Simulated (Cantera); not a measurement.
Feed: 1 mol SiC, 0.58 mol H2O, a varied amount of N2, held at 1850 °C and 0.0143 Torr.

Cantera equilibrium calculation (NASA polynomials, part measured and part estimated; ideal gas, pure solids and liquids). Candidate condensed phases: C, C6H6, C7H8, C8H18, H2O, Si, SiC, SiO2, Si2N2O, Si3N4; 151 gas species. The tables' values for SiN are old estimates; treat these amounts as uncertain. Kinetics and transport are ignored.

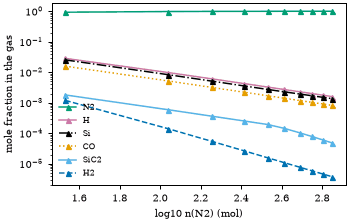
Fig. 1. Equilibrium gas composition (values under 1e-9 drawn at 1e-9)

Problem. Read off the mole fractions at 110 mol N2.

Solution. N2 about 0.98, H about 0.0097, Si about 0.0083, CO about 0.0051, SiC2 about 0.00059, H2 about 0.00014.
